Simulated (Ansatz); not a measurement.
**Br3HOSi: small, medium and large basis sets**

Aim: see how fast density functionals converge with the basis set for Br3HOSi.

Method: one geometry, several basis sets; program: Ansatz 0.2.0, Gaussian basis.

The runs, in order: PBE0-D4/def2-SVP; ωB97M-V/def2-SVP; PBE0-D4/def2-QZVPP; ωB97M-V/def2-QZVPP; the functionals' def2-TZVPP values are taken from earlier runs.

### 1 The geometry

All runs share one geometry, relaxed beforehand with PBE0-D4 in a triple-zeta def2 set.

6 atoms, charge 0, spin multiplicity 1.

Atoms are counted from 1 here; the program's logs count them from 0.

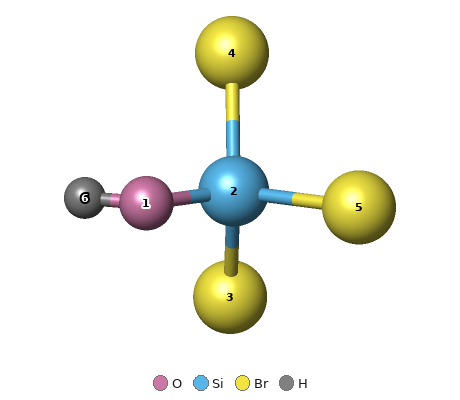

The geometry (oxygen pink, silicon blue, bromine yellow, hydrogen grey); atoms are numbered from 1 in the order of the file.

### 2 PBE0-D4 in def2-SVP

Contents of in.yaml:

```yaml
crystal:
  periodic: [false, false, false]
  atoms:
    - {symbol: O, position_ang: [-0.845092, 0.397926, 0.993150]}
    - {symbol: Si, position_ang: [0.172582, 0.069432, -0.223580]}
    - {symbol: Br, position_ang: [1.986817, -0.935834, 0.516043]}
    - {symbol: Br, position_ang: [-0.777897, -1.246547, -1.711538]}
    - {symbol: Br, position_ang: [0.686842, 1.990148, -1.129351]}
    - {symbol: H, position_ang: [-1.181151, -0.339226, 1.509075]}
basis:
  gaussian: {orbitals: def2-SVP}
hamiltonian: {xc: pbe0, dispersion: d4}
output: {orbitals: {seedname: orbitals}}
```

Run with:

```console
$ ansatz run in.yaml --threads 4 --pin off --events-out ev --progress --plain --max-ram 11315MiB
```

What it wrote:

```text
Functional definition: PBE0
  name "PBE0"
  cite "Adamo & Barone, J. Chem. Phys. 110, 6158 (1999) doi:10.1063/1.478522"
  cite "Perdew, Burke & Ernzerhof, Phys. Rev. Lett. 77, 3865 (1996) doi:10.1103/PhysRevLett.77.3865"
  parent pbe
  parameter a = 0.25
  parameter kappa = 0.804
  parameter beta = 0.06672455060314922
  exchange = (1 - a)*pbe_x(kappa = kappa, mu = beta*pi^2/3) + a*exact_x
  correlation = pbe_c(beta = beta)
1256 factors; integrals over basis functions are off by at most 7.1e-4 eV
mean field evaluation 1: about -220022.1197 eV, gradient 4.6e1 eV
mean field evaluation 2: about -220014.6979 eV, gradient 7.8e1 eV
mean field evaluation 4: about -220025.7797 eV, gradient 2.3e0 eV
mean field evaluation 8: about -220025.8108 eV, gradient 2.1e-1 eV
mean field evaluation 16: about -220025.8109 eV, gradient 7.3e-5 eV
mean field -220025.81086493 eV, -8085.7994104351 hartree, gradient 7.3e-5 eV, S^2 0.000000; 0 other end points of the search recorded, 0 dependent functions left out
reference -220025.81088924 eV, -8085.7994113283 hartree; 64, 64 occupied and 69, 69 virtual orbitals, 1256 factors
Total energy: -220026.05562803 eV, -8085.8084053132 hartree
```

Wall time 2.3 s (4 threads of Arm Neoverse V2, shared host); peak memory 0.39 GiB.

### 3 ωB97M-V in def2-SVP

in.yaml: that of step 2 with these lines changed.

```diff
@@ -11,3 +11,3 @@
   gaussian: {orbitals: def2-SVP}
-hamiltonian: {xc: pbe0, dispersion: d4}
+hamiltonian: {xc: {name: wB97M-V}}
 output: {orbitals: {seedname: orbitals}}
```

The command is unchanged.

What it wrote, cut to the lines that bear on the results:

```text
Functional definition: wB97M-V
  name "wB97M-V"
  cite "Mardirossian & Head-Gordon, J. Chem. Phys. 144, 214110 (2016) doi:10.1063/1.4952647"
  cite "Becke, J. Chem. Phys. 107, 8554 (1997) doi:10.1063/1.475007"
  cite "Vydrov & Van Voorhis, J. Chem. Phys. 133, 244103 (2010) doi:10.1063/1.3521275"
  # Of w^i u^j: cxij and so on, Table III.
[...]
  gx(w, u) = 1 - cx + cx01*u + cx10*w
  gss(w, u) = css00 + css04*u^4 + css10*w + css20*w^2 + css43*w^4*u^3
  gos(w, u) = cos00 + cos10*w + (cos20 + cos21*u)*w^2 + (cos60 + cos61*u)*w^6
[...]
      + integral(e_c_pw_mod_opposite_spin*gos(b97_w_opposite, b97_u_opposite)) + vv10(b, c)
1256 factors; integrals over basis functions are off by at most 7.1e-4 eV
257 factors; integrals over basis functions are off by at most 4.4e-6 eV
[...]
mean field -220043.06663027 eV, -8086.4335481150 hartree, gradient 2.1e-5 eV, S^2 0.000000; 0 other end points of the search recorded, 0 dependent functions left out
reference -220043.06666469 eV, -8086.4335493798 hartree; 64, 64 occupied and 69, 69 virtual orbitals, 1256 factors
Total energy: -220043.06666469 eV, -8086.4335493798 hartree
```

Wall time 8 s (4 threads of Arm Neoverse V2, shared host); peak memory 0.55 GiB.

### 4 PBE0-D4 in def2-QZVPP

in.yaml: that of step 3 with these lines changed.

```diff
@@ -10,4 +10,4 @@
 basis:
-  gaussian: {orbitals: def2-SVP}
-hamiltonian: {xc: {name: wB97M-V}}
+  gaussian: {orbitals: "def2-QZVPP.json"}
+hamiltonian: {xc: pbe0, dispersion: d4}
 output: {orbitals: {seedname: orbitals}}
```

Same command.

What it wrote:

```text
Functional definition: PBE0
  name "PBE0"
  cite "Adamo & Barone, J. Chem. Phys. 110, 6158 (1999) doi:10.1063/1.478522"
  cite "Perdew, Burke & Ernzerhof, Phys. Rev. Lett. 77, 3865 (1996) doi:10.1103/PhysRevLett.77.3865"
  parent pbe
  parameter a = 0.25
  parameter kappa = 0.804
  parameter beta = 0.06672455060314922
  exchange = (1 - a)*pbe_x(kappa = kappa, mu = beta*pi^2/3) + a*exact_x
  correlation = pbe_c(beta = beta)
2270 factors; their error is unknown
mean field evaluation 1: about -220056.5431 eV, gradient 5.4e1 eV
mean field evaluation 2: about -220045.6552 eV, gradient 9.3e1 eV
mean field evaluation 4: about -220061.0642 eV, gradient 3.1e0 eV
mean field evaluation 8: about -220061.0746 eV, gradient 1.0e-1 eV
mean field evaluation 16: about -220061.6189 eV, gradient 2.8e-5 eV
mean field -220061.61892193 eV, -8087.1153322580 hartree, gradient 2.8e-5 eV, S^2 0.000000; 0 other end points of the search recorded, 0 dependent functions left out
reference -220061.61895208 eV, -8087.1153333663 hartree; 64, 64 occupied and 360, 360 virtual orbitals, 2270 factors
Total energy: -220061.86369088 eV, -8087.1243273513 hartree
```

Run time: 18 s. Hardware: 4 threads of Arm Neoverse V2, shared host; peak memory 2.6 GiB.

### 5 ωB97M-V in def2-QZVPP

in.yaml: that of step 4 with these lines changed.

```diff
@@ -11,3 +11,3 @@
   gaussian: {orbitals: "def2-QZVPP.json"}
-hamiltonian: {xc: pbe0, dispersion: d4}
+hamiltonian: {xc: {name: wB97M-V}}
 output: {orbitals: {seedname: orbitals}}
```

Launched as before.

What it wrote, cut to the lines that bear on the results:

```text
Functional definition: wB97M-V
  name "wB97M-V"
  cite "Mardirossian & Head-Gordon, J. Chem. Phys. 144, 214110 (2016) doi:10.1063/1.4952647"
  cite "Becke, J. Chem. Phys. 107, 8554 (1997) doi:10.1063/1.475007"
  cite "Vydrov & Van Voorhis, J. Chem. Phys. 133, 244103 (2010) doi:10.1063/1.3521275"
  # Of w^i u^j: cxij and so on, Table III.
[...]
  gx(w, u) = 1 - cx + cx01*u + cx10*w
  gss(w, u) = css00 + css04*u^4 + css10*w + css20*w^2 + css43*w^4*u^3
  gos(w, u) = cos00 + cos10*w + (cos20 + cos21*u)*w^2 + (cos60 + cos61*u)*w^6
[...]
      + integral(e_c_pw_mod_opposite_spin*gos(b97_w_opposite, b97_u_opposite)) + vv10(b, c)
2157 factors; their error is unknown
282 factors; integrals over basis functions are off by at most 3.6e-5 eV
[...]
mean field -220078.58873267 eV, -8087.7389613003 hartree, gradient 3.2e-5 eV, S^2 0.000000; 0 other end points of the search recorded, 0 dependent functions left out
reference -220078.58878033 eV, -8087.7389630517 hartree; 64, 64 occupied and 360, 360 virtual orbitals, 2157 factors
Total energy: -220078.58878033 eV, -8087.7389630517 hartree
```

Run time: 33 s. Hardware: 4 threads of Arm Neoverse V2, shared host; peak memory 2.9 GiB.

### 6 Density functionals: the series

The def2-TZVPP values come from earlier runs at the same geometry.

| functional | basis | functions | energy (eV) | from the largest (eV) | HOMO (eV) | LUMO (eV) |
| --- | --- | --- | --- | --- | --- | --- |
| PBE0-D4 | def2-SVP | 133 | -220026.0556 | 35.808 | -8.42 | -0.74 |
| PBE0-D4 | def2-TZVPP | 231 | -220057.1826 | 4.681 | -8.52 | -0.97 |
| PBE0-D4 | def2-QZVPP | 424 | -220061.8637 | 0.000 | -8.54 | -1.03 |
| ωB97M-V | def2-SVP | 133 | -220043.0667 | 35.522 | -10.58 | 1.32 |
| ωB97M-V | def2-TZVPP | 231 | -220074.0897 | 4.499 | -10.70 | 0.98 |
| ωB97M-V | def2-QZVPP | 424 | -220078.5888 | 0.000 | -10.72 | 0.81 |

### 7 Summary of results

```
                                       quantity           value
PBE0-D4: double and triple zeta above quadruple  35.81, 4.68 eV
ωB97M-V: double and triple zeta above quadruple  35.52, 4.50 eV
```

What this shows: For PBE0-D4 the step from double to triple zeta gains 31.13 eV and the next only 4.68 eV. Total energies overstate the basis error of differences, where much of it tends to cancel. The LUMO of ωB97M-V is positive and keeps falling with the basis (1.32 to 0.81 eV): an unbound level that the basis holds in place.

For PBE0-D4 the largest set took about 8 times as long as the smallest (18 s against 2.3 s).
